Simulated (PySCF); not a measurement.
# PBr₃: NMR shieldings with heavy atoms

Computed with PySCF 2.14.0 and routines of our own; the level stands in each step. Atoms count from 0.

## 1. The system as given

4 atoms, charge 0, multiplicity 1; geometry from: GFN2-xTB.

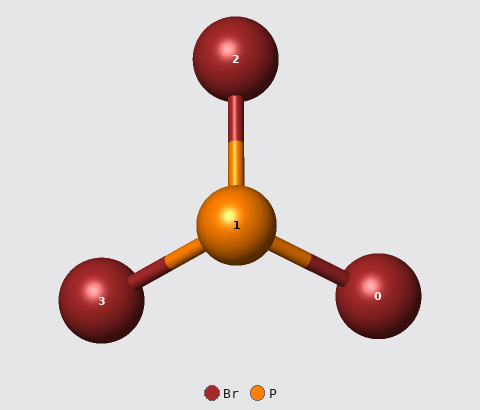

The starting geometry (bromine red, phosphorus orange).

## 2. Optimising the geometry at PBE0-D3(BJ)/def2-SVP

What the job is given:

```
{"job": {"xc": "PBE0", "basis": "def2-SVP", "d3": "d3bj", "grid": 1, "maxiter": 30, "kind": "geom"}, "charge": 0, "multiplicity": 1}
Br     1.979400    -0.109621    -0.258601
P      0.002391     0.002487     0.753786
Br    -0.889940     1.767726    -0.261247
Br    -1.081617    -1.655820    -0.256792
```

Started as:

```
OMP_NUM_THREADS=1 python heavy_run.py task.json out
```

The driver reads the jobs from task.json and runs them one after another.

**Question.** How long does this first job take on 1 thread of Intel Xeon Platinum 8375C at 2.90GHz, shared host, and how much memory does it need?

About 22 s, with a peak of 0.5 GiB.
